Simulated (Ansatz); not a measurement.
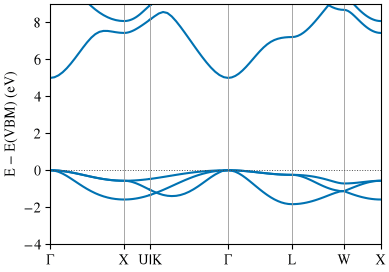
Figure: Band structure from PBE in the plane-wave PAW code Ansatz

Read off the gap and where the band edges lie.

About 5.0 eV (5.00 eV by a search for the band edges); maximum at Γ, minimum at Γ.

The material is NaCl (rock salt, Fm-3m).

Symmetry was held in the PBE relaxation.

Potentials: the earlier of the program's two PAW sets.
